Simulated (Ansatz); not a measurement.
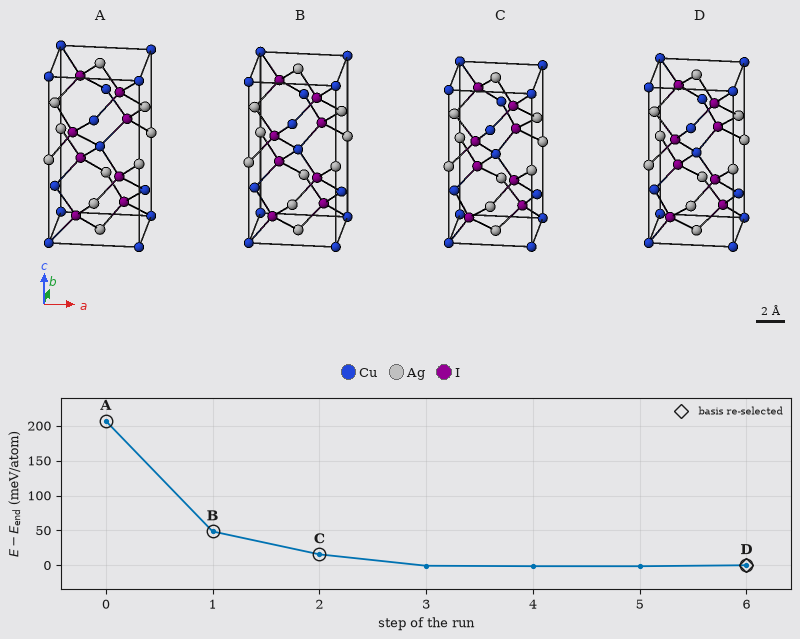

Frames of a relaxation of solid CuAgI$_{2}$ (built on the ZnSiP2-122 type type), marked on the history of the run. A ball-and-stick model of the conventional cell (2 times the calculation's cell), seen from a free direction. Lengths and directions refer to the drawn axes.

Computed with DFT, PBEsol, plane waves, PAW in Ansatz.

Input file:
```yaml
crystal:
  lattice:
    - [-3.34176568, 3.34176568, 6.50519812]
    - [3.34176568, -3.34176568, 6.50519812]
    - [3.34176568, 3.34176568, -6.50519812]
  atoms:
    - { symbol: Cu, position: [0.0, 0.0, 0.0] }
    - { symbol: Cu, position: [0.75, 0.25, 0.5] }
    - { symbol: Ag, position: [0.5, 0.5, 0.0] }
    - { symbol: Ag, position: [0.25, 0.75, 0.5] }
    - { symbol: I, position: [0.375, 0.3923012, 0.5173012] }
    - { symbol: I, position: [0.875, 0.8576988, 0.4826988] }
    - { symbol: I, position: [0.6076988, 0.125, 0.9826988] }
    - { symbol: I, position: [0.1423012, 0.625, 0.0173012] }
kpoints:
  mp_grid: { grid: [4, 4, 4] }
hamiltonian:
  xc: pbesol
scf:
  occupations: { method: fermi_dirac, width: 0.03 }
relax:
  f_tol: 0.01
  cell: {}
  max_steps: 120
output:
  write_density: true
  write_potential: true
  elf: true
  volumetric_format: npy
```

Command:
```bash
ansatz run input.yaml --threads 4 --pin off --max-ram 4608MiB --backend cpu --events-out ev --progress --plain --runs-dir out
```

Question: Describe the path.

Answer: The largest moves relative to the cell, 0.29 Å, are those of I5, I6, I7 and I8. I7 goes along +b. Cu and Ag stay in place. The drawn cell changes as follows: a = b 6.684 → 6.239 Å (−6.7 %), c 13.010 → 12.173 Å (−6.4 %); the volume changes by −18.5 %. Among the contacts that change: Cu1–I5 2.937 → 2.577 Å, Ag3–I5 2.803 → 2.791 Å. Bond angles that change, for instance: Cu1–I5–Cu2 105.1° → 115.5°, Ag3–I5–Ag4 112.6° → 102.7°, I5–Cu1–I6 112.8° → 107.6°. The space group stays I-42d (No. 122). The energy falls by 207 meV per atom in 5 accepted moves (6 points after the start). The largest force component goes from 0.98 to 0.00049 eV/Å. The pressure goes from −3.91 to −0.01 GPa. The SCF was repeated once at an unchanged geometry on a basis and grid sized afresh for the cell, which shifted the energy by 1.4 meV per atom at most. From step 0 to 1: I atoms move most (0.19 Å), volume −10.0 %, energy −158 meV per atom. From step 1 to 2: I atoms move most (0.16 Å), volume −14.0 %, energy −32.9 meV per atom. From step 2 to 6: I atoms move most (0.06 Å), volume +5.3 %, energy −15.6 meV per atom.
